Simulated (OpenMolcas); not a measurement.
# How methods differ on CHP (methylidynephosphane)

CHP: 3 atoms, total charge 0, spin state singlet. As SMILES, `C#P`. The shape is that of a GFN2-xTB optimisation.

```csv
atom,x (Å),y (Å),z (Å)
C,-0.1371,0.0598,-0.0664
P,1.1492,-0.5127,0.5742
H,-1.0121,0.4528,-0.5078
```

Each level gives the energy change with the C1–P2 bond stretched from 1.547 to 1.934 Å (eV). The values are calculated.

```json
{"level": "SVWN5/STO-3G (restricted)", "kind": "LDA", "program": "OpenMolcas", "value (eV)": "3.30", "less FCI/STO-3G": "+0.66"}
{"level": "PBE0/STO-3G (restricted)", "kind": "global hybrid", "program": "OpenMolcas", "value (eV)": "3.74", "less FCI/STO-3G": "+1.10"}
{"level": "B2PLYP/STO-3G (restricted)", "kind": "double hybrid", "program": "OpenMolcas", "value (eV)": "2.83", "less FCI/STO-3G": "+0.19"}
{"level": "MP2/STO-3G (restricted)", "kind": "perturbation theory", "program": "OpenMolcas", "value (eV)": "2.04", "less FCI/STO-3G": "-0.60"}
{"level": "CASSCF(4,4)/STO-3G", "kind": "multireference", "program": "OpenMolcas", "value (eV)": "3.05", "less FCI/STO-3G": "+0.41"}
{"level": "SC-NEVPT2(4,4)/STO-3G", "kind": "multireference", "program": "OpenMolcas", "value (eV)": "2.85", "less FCI/STO-3G": "+0.21"}
{"level": "CCSD(T)/STO-3G (restricted)", "kind": "coupled cluster or CI", "program": "OpenMolcas", "value (eV)": "2.64", "less FCI/STO-3G": "0.00"}
{"level": "CISD/STO-3G (restricted)", "kind": "coupled cluster or CI", "program": "OpenMolcas", "value (eV)": "3.49", "less FCI/STO-3G": "+0.85"}
{"level": "FCI/STO-3G", "kind": "exact in the basis", "program": "OpenMolcas", "value (eV)": "2.64", "less FCI/STO-3G": "0.00"}
```

FCI/STO-3G is exact within its basis and frozen core, so for wave-function methods in that basis the difference is their error; functionals converge differently with the basis, so for them it is only a difference. The first shape isn't each level's own minimum. The values span 2.04 to 3.74 eV. All rows use very small basis sets, so even the best lies far from the true value.

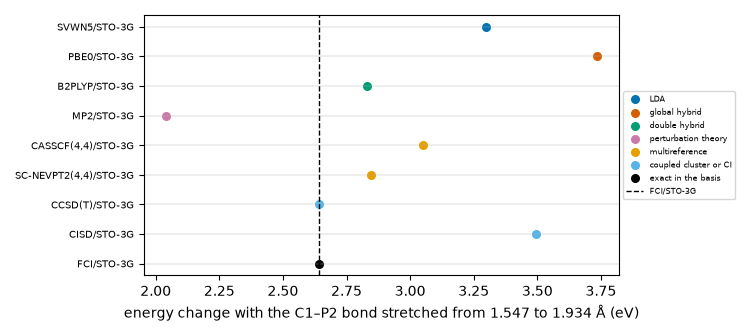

The values of the table, level by level.
